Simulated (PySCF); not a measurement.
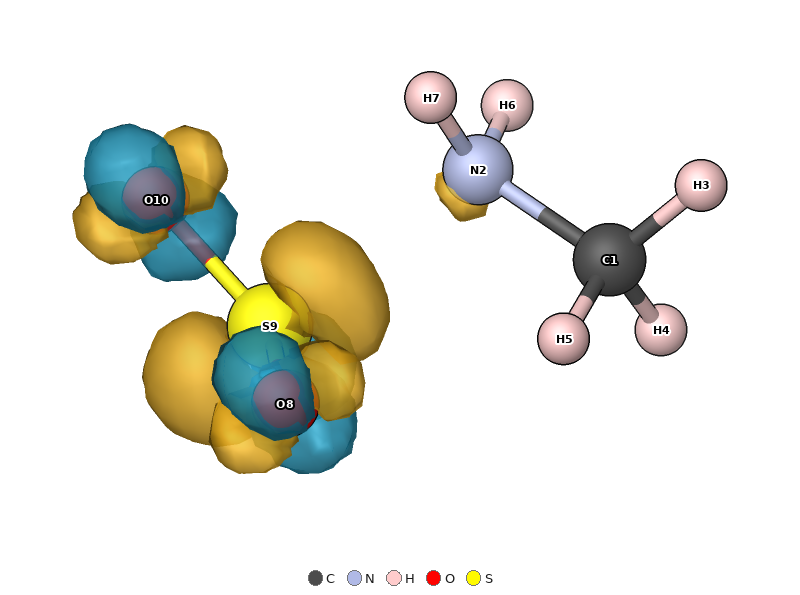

*CH5NO2S, SMILES `CN.O=S=O`. Unrelaxed difference density of S₁ less the ground state (TDA singlet states), ±0.08 e/Å³; yellow: gain, teal: loss.*

Level of theory: M06-2X/def2-SVP (PySCF), at a geometry from GFN2-xTB. The pair's geometry is semi-empirical, so its contact may be too short or too long. GFN2-xTB bond lengths at metals and heavier atoms can be off by up to 0.1 Å and shapes distorted, which carries into these values. Without diffuse functions Rydberg states are missing, so the states' numbers hold for this basis only.

Input script:

```python
import numpy as np
from pyscf import gto, scf, dft, tdscf
from pyscf.scf import atom_ks, atom_hf
from scipy.linalg import block_diag

def solve(mol, dm0=None, hcore=None):
    mf = (dft.UKS if mol.spin else dft.RKS)(mol, xc='m062x')
    mf.grids.level = 3
    mf = mf.density_fit(auxbasis='def2-universal-jkfit')
    mf.conv_tol, mf.max_cycle = 1e-8, 80
    if hcore is not None:
        mf.get_hcore = lambda *args: hcore
    mf.kernel(dm0)
    if not mf.converged:
        mf = mf.newton().run(mf.mo_coeff, mf.mo_occ, max_cycle=30)
    assert mf.converged, 'SCF not converged'
    return mf

mol = gto.M(atom='''
C     -2.20161    -0.22385     0.04248
N     -1.15463     0.77392    -0.11045
H     -3.13120     0.05173    -0.46167
H     -2.40317    -0.36972     1.10188
H     -1.83046    -1.15954    -0.37452
H     -1.35794     1.63795     0.38109
H     -0.97529     0.98035    -1.08876
O      0.60808    -1.32758    -0.36498
S      0.82920    -0.11242     0.38717
O      1.60729     0.90053    -0.28932
''', basis='def2-svp', charge=0, spin=0, verbose=4)
mf = solve(mol)
td = mf.TDA()
td.nstates, td.singlet, td.conv_tol = 5, True, 1e-5
td.kernel()
td.analyze()
x, y = np.array([p[0] for p in td.xy]), np.array([p[1] + 0 * p[0] for p in td.xy])
f, mu = td.oscillator_strength(), td.transition_dipole()
nto = [td.get_nto(state=i + 1, verbose=4) for i in range(len(td.e))]
# spherically averaged free atoms, for the promolecule
atm = atom_ks.get_atm_nrks(mol, xc='m062x')
pro = block_diag(*[(atm[a[0]][2] * atm[a[0]][3]) @ atm[a[0]][2].T for a in mol._atom])
np.savez('result.npz', e=td.e, f=f, ok=td.converged, w=[n[0] for n in nto], nto=[n[1] for n in nto], x=x, y=y, c=mf.mo_coeff, occ=mf.mo_occ, eps=mf.mo_energy, pro=pro, mu=mu)
```

Launched as:

```sh
OMP_NUM_THREADS=1 python input.py
```

The run took 5.3 min on 1 thread of Intel(R) Xeon(R) Platinum 8259CL CPU @ 2.50GHz (Skylake/Cascade Lake), with other jobs on the host, peak memory 0.7 GiB.

How does the charge move on excitation?

Answer. 0.63 e is displaced in all, of which about 0.3 e passes between atoms: O10 (0.13 e) and O8 (0.12 e) lose electrons and S9 (0.19 e) and N2 (0.05 e) gain them. The state: 4.76 eV (261 nm), f = 0.058; the leading pair carries 99 %; hole on S9 (32 %) and O8 and O10 (31 % each), electron on S9 (51 %), O8 and O10 (18 % each) and N2 (9 %); their centroids lie 0.2 Å apart.
